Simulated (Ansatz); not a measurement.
## Ligand exchange: GaH2(NH2) + H2O2 → GaH2(OH) + H3NO

Species: GaH2(NH2), singlet; H2O2 (hydrogen peroxide) `OO`, singlet; GaH2(OH), singlet; H3NO (hydroxylamine) `NO`, singlet. The partners trade NH2 for OH: Ga–NH2 and O–OH bonds give way to Ga–OH and O–NH2.

Shapes, held fixed at every level: PBE0-D4/def2-TZVP. Flexible molecules stand in one conformer, not always the lowest. Programs: Ansatz 0.2.0. The zero-point and thermal change to 298 K, harmonic and unscaled (PBE0-D4/def2-TZVP), is +3.7 kJ/mol.

```
               level                    kind  ΔH(298 K) (kJ/mol)  less CCSD(T)/def2-TZVPP
         HF/def2-SVP            Hartree–Fock              -133.7                    -16.4
r2SCAN-D4/def2-TZVPP                meta-GGA              -114.6                     +2.7
 BHLYP-D4/def2-TZVPP           global hybrid              -123.2                     -5.9
  PBE0-D4/def2-TZVPP           global hybrid              -116.0                     +1.3
  wB97X-V/def2-TZVPP  range-separated hybrid              -117.9                     -0.6
    CCSD(T)/def2-SVP   coupled cluster or CI              -116.2                     +1.1
     CCSD/def2-TZVPP   coupled cluster or CI              -120.2                     -2.9
  CCSD(T)/def2-TZVPP   coupled cluster or CI              -117.3                      0.0
```

The highest level, CCSD(T)/def2-TZVPP, gives ΔH(298 K) = -117.3 kJ/mol; the levels span -133.7 to -114.6. The column of differences is taken from that level and isn't an error. No measured value is set beside it here. Relativity is left out for Ga. Outer-core shells of Ga are correlated in most correlated rows, in sets that cover them unevenly.

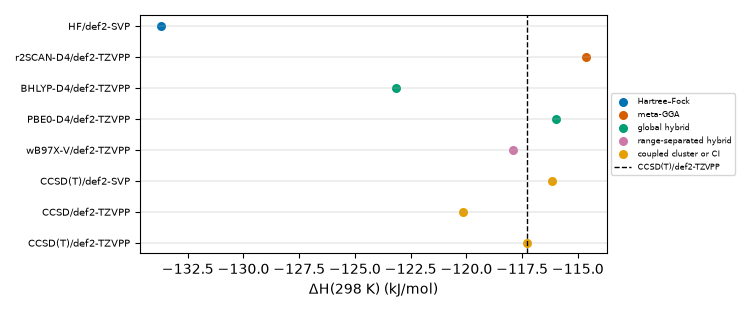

The values of the table, level by level.
